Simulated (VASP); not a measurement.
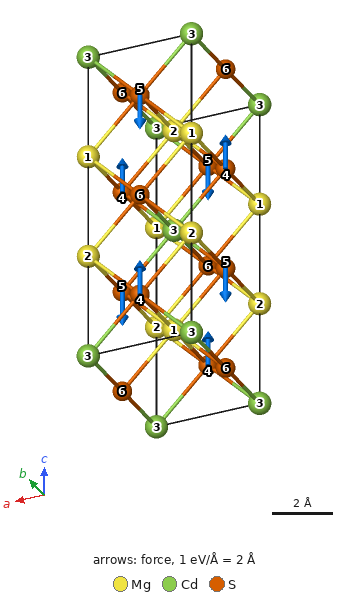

Starting geometry of a crystal of Mg$_{2}$CdS$_{3}$ (a generated structure, set up in Immm) with the computed forces as blue arrows. The picture is a ball-and-stick view of the conventional cell (2 times the calculation's cell), seen from a free direction. Lengths and directions refer to the drawn axes.

The run lets cell and atoms move.

Theory: VASP 6.6.1, Kohn-Sham DFT of a periodic cell, PBE, VASP PAW PBE potentials, recommended.

Input
```
SYSTEM = Mg2CdS3
PREC = Normal ; ENCUT = 520
EDIFF = 1E-4 ; ISMEAR = 0
SIGMA = 0.15 ; LREAL = .False.
LASPH = .True. ; NELM = 60
ALGO = Fast ; ISIF = 3
LWAVE = .False. ; LCHARG = .False.
GGA = PE ; IBRION = 2
NSW = 24 ; EDIFFG = -0.08
```

Command:
```bash
cat potpaw_PBE.64/Mg/POTCAR potpaw_PBE.64/Cd/POTCAR potpaw_PBE.64/S/POTCAR > POTCAR
mpirun -np 1 vasp_std > vasp.out
```

Q: What follows when this structure is relaxed?

A: It isn't relaxed: the largest force vector, on S atoms, is 0.66 eV/Å. The atoms end up moving mostly along the starting forces (cosine between the two patterns 1.00). The energy falls by 73.2 meV per cell of the calculation in 5 geometry steps. Largest force component: 0.66 eV/Å at the start, 0.022 eV/Å at the end. Pressure: −1.47 GPa at the start and 0.23 GPa at the end. The largest moves relative to the cell, 0.091 Å, are those of S4 and S5. S5 goes along −c. Mg and Cd stay in place. The drawn cell changes as follows: a 3.800 → 3.773 Å (−0.7 %), b 5.370 → 5.320 Å (−0.9 %), c 11.400 → 11.300 Å (−0.9 %); the volume changes by −2.5 %. Some distances before and after: Mg1–S5 2.687 → 2.603 Å, Cd3–S4 2.687 → 2.731 Å, Cd3–S6 2.685 → 2.660 Å, Mg1–S4 2.685 → 2.661 Å. Bond angles that change, for instance: S5–Mg2–S5 180.0° → 176.1°, Mg2–S5–Mg2 180.0° → 176.1°, Mg1–S5–Mg1 90.0° → 92.9°. The space group stays Immm (No. 71).
